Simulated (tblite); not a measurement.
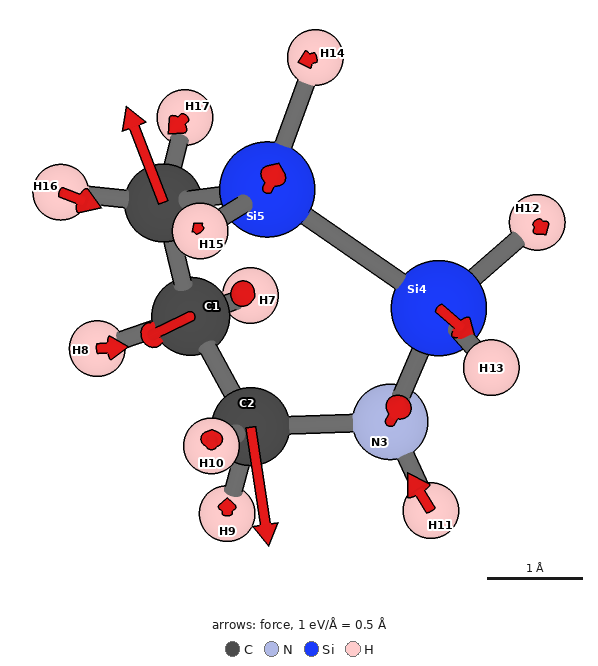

Starting geometry of C$_{3}$H$_{11}$NSi$_{2}$ with the computed forces as red arrows. A ball-and-stick model, seen at a tilt.

All numbers below come from GFN2-xTB geometry optimisation, gas phase (tblite). 

**What follows when this structure is relaxed?**

It isn't relaxed: the largest force vector, on a C atom, is 2.57 eV/Å. The final displacements have little in common with the starting forces (cosine between the two patterns 0.09). The largest move after the best rigid fit is that of an H atom, 1.38 Å. Largest moves by element: H 1.38 Å, Si 0.49 Å, C 0.42 Å, N 0.19 Å. Near-neighbour distances that change, for instance: Si–Si 2.241 → 2.300 Å, N–Si 1.776 → 1.724 Å, C–Si 1.867 → 1.910 Å, C–C 1.488 → 1.528 Å. Bond angles that change, for instance: C–N–Si 108.4° → 124.2°, Si–Si–H 107.2° → 118.9°, Si–Si–H 105.3° → 115.2°. Groups turn about C–Si by about 65°, C–C by about 45°, Si–Si by about 45°. Over 158 geometry steps the energy falls by 64.8 kJ/mol.
